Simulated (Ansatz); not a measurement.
Single-point calculation, with input and output: CH3BO (charge +1)

The run: single-point calculation of CH3BO, charge +1, multiplicity 2. Method and program: UKS CAM-B3LYP-d4/def2-SVP (Ansatz 0.2.0).

The geometry comes from this level: PBE0-D4/def2-TZVP. Figures and captions count atoms from 1; the log counts them from 0 in places.

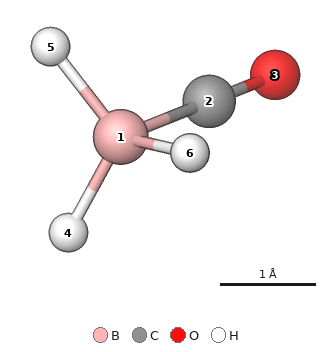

Fig. 1: The structure as given in the input (ball-and-stick view, seen at an oblique angle; atoms are numbered from 1 in the order of the input). Bond lengths as drawn: B–C 1.51 Å, B–H 1.21 Å and C–O 1.13 Å.

### Summary

| quantity | value |
| --- | --- |
| outcome | converged |
| total energy | −3791.6659 eV |
| mean-field energy | −3791.6264 eV |
| dispersion energy | −0.0395 eV |
| ⟨S²⟩ | 0.760 |
| SCF solution under orbital rotations | stable |
| largest force (length of the vector) | 3.932 eV/Å |
| hardware | 4 threads of Arm Neoverse V2, 23 GiB of memory available, shared host |
| wall time | 3.7 s (CPU time 13 s) |
| peak memory | 0.13 GiB |

### Input file
```yaml
crystal:
  periodic: [false, false, false]
  atoms:
    - {symbol: B, position_ang: [-0.274908, 0.419955, -0.199791]}
    - {symbol: C, position_ang: [0.494304, -0.755579, 0.359303]}
    - {symbol: O, position_ang: [1.067811, -1.631591, 0.776088]}
    - {symbol: H, position_ang: [-1.436734, 0.121231, -0.050073]}
    - {symbol: H, position_ang: [0.069587, 0.485085, -1.356770]}
    - {symbol: H, position_ang: [0.079929, 1.360889, 0.471242]}
basis:
  gaussian: {orbitals: def2-SVP}
total_charge: 1
magnetization: {spin_polarized: true, initial_magnetization: 1}
hamiltonian: {xc: {name: CAM-B3LYP}, dispersion: d4}
output: {forces: true}
```

Run as:
```bash
ansatz run in.yaml --threads 4 --pin off --events-out ev --progress --plain --max-ram 10444MiB
```

### What the program printed
```
Functional definition: CAM-B3LYP
  name "CAM-B3LYP"
  cite "Yanai, Tew & Handy, Chem. Phys. Lett. 393, 51 (2004) doi:10.1016/j.cplett.2004.06.011"
  cite "Iikura, Tsuneda, Yanai & Hirao, J. Chem. Phys. 115, 3540 (2001) doi:10.1063/1.1383587"
  cite "Becke, Phys. Rev. A 38, 3098 (1988) doi:10.1103/PhysRevA.38.3098"
  cite "Lee, Yang & Parr, Phys. Rev. B 37, 785 (1988) doi:10.1103/PhysRevB.37.785"
  cite "Vosko, Wilk & Nusair, Can. J. Phys. 58, 1200 (1980) doi:10.1139/p80-159"
  parameter alpha = 0.19
  parameter beta = 0.46
  parameter omega = 0.33/bohr
  parameter ac = 0.81
  # Exact exchange under (alpha + beta erf(omega r))/r, Becke's under what is left of 1/r.
  exchange = (1 - alpha - beta)*b88_x + beta*b88_x_sr(omega) + alpha*exact_x + beta*exact_x_lr(omega)
  correlation = (1 - ac)*vwn5_c + ac*lyp_c
574 factors; integrals over basis functions are off by at most 8.5e-4 eV
166 factors; integrals over basis functions are off by at most 1.4e-5 eV
mean field evaluation 1: about -3785.1277 eV, gradient 4.0e1 eV
mean field evaluation 2: about -3772.2374 eV, gradient 7.1e1 eV
mean field evaluation 4: about -3791.4502 eV, gradient 1.6e0 eV
mean field evaluation 8: about -3791.6204 eV, gradient 1.6e-1 eV
mean field evaluation 16: about -3791.6209 eV, gradient 1.2e-2 eV
mean field evaluation 32: about -3791.6263 eV, gradient 5.1e-6 eV
mean field evaluation 64: about -3791.6263 eV, gradient 4.6e-6 eV
mean field -3791.62634979 eV, -139.3396982980 hartree, gradient 6.3e-8 eV, S^2 0.760201; 4 other end points of the search recorded, 0 dependent functions left out
the calculation of the forces begins
reference -3791.62643720 eV, -139.3397015104 hartree; 11, 10 occupied and 46, 47 virtual orbitals, 574 factors
Total energy: -3791.66591701 eV, -139.3411523666 hartree
Atom 0 at    -0.274908     0.419955    -0.199791 Å, force     3.826215     0.807257    -0.408881 eV/Å
Atom 1 at     0.494304    -0.755579     0.359303 Å, force     2.037622    -2.576394     1.223401 eV/Å
Atom 2 at     1.067811    -1.631591     0.776088 Å, force    -0.787694     1.207287    -0.574537 eV/Å
Atom 3 at    -1.436734     0.121231    -0.050073 Å, force    -2.740907     0.642504    -0.292068 eV/Å
Atom 4 at     0.069587     0.485085    -1.356770 Å, force    -1.173539    -0.560830    -1.059826 eV/Å
Atom 5 at     0.079929     1.360889     0.471242 Å, force    -1.161698     0.480176     1.111911 eV/Å
Dipole moment:    -0.441010     0.440021    -0.208434 e Å
```

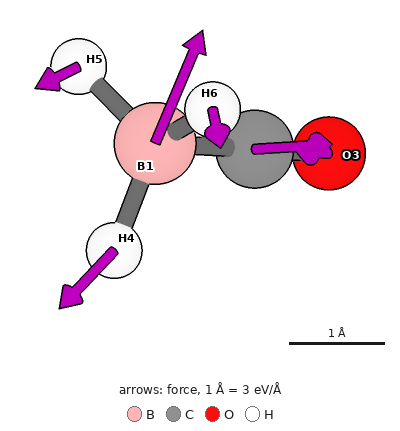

Fig. 2: Forces on the atoms as pink arrows (ball-and-stick view, seen at a tilt; atoms are numbered from 1 in the order of the input). The largest act on B1 (3.93 eV/Å); C2 (3.51 eV/Å); H4 (2.83 eV/Å); H5, H6 (1.68 eV/Å), among others. The geometry is not a stationary point of this energy.

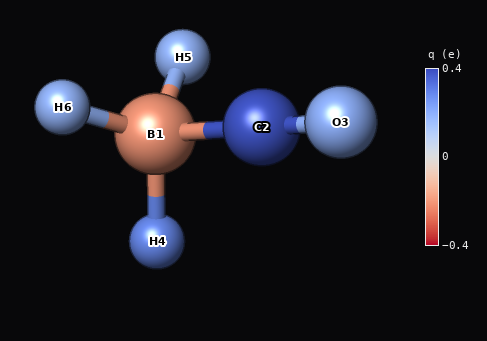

Fig. 3: Mulliken charges, as the colour of each atom (ball-and-stick view, seen at a tilt; atoms are numbered from 1 in the order of the input). By element: B −0.20, C +0.38, O +0.19 and H +0.18 to +0.28 e.
